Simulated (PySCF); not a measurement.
SMILES O=Cc1cccc(-c2ccco2)c1 at its GFN2-xTB optimised geometry (Å):

```
21

O     -2.6476    -2.8546     0.0000
C     -3.1568    -1.7630     0.0000
C     -2.4326    -0.4860     0.0000
C     -3.1292     0.7229     0.0000
C     -2.4301     1.9158     0.0000
C     -1.0471     1.9146     0.0000
C     -0.3322     0.7122     0.0000
C      1.1171     0.7238     0.0000
C      2.0363    -0.2975    -0.0001
C      3.3092     0.3116    -0.0001
C      3.0805     1.6542    -0.0001
O      1.7665     1.9133    -0.0001
C     -1.0406    -0.4860     0.0000
H     -4.2599    -1.6487     0.0000
H     -4.2095     0.7196     0.0001
H     -2.9639     2.8546     0.0000
H     -0.5030     2.8468     0.0000
H      1.8343    -1.3485     0.0000
H      4.2599    -0.1806    -0.0001
H      3.7462     2.4947    -0.0001
H     -0.5295    -1.4359     0.0000
```

Method: PBE0/def2-SVP run with PySCF 2.14.0.

Map of the LUMO amplitude (bohr^(-3/2)) on the plane z = 0.6 Å; orbital energy -1.78 eV, overall sign arbitrary:

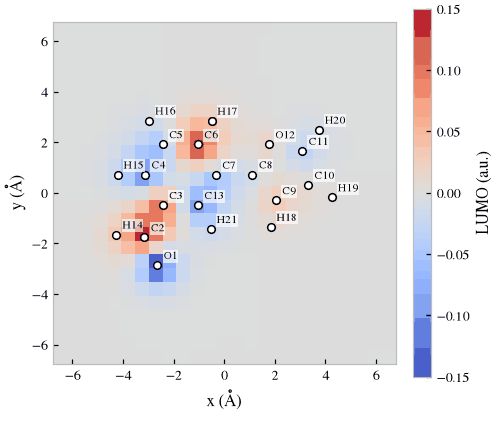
*LUMO amplitude (bohr^(-3/2)) on the plane z = 0.6 Å.*
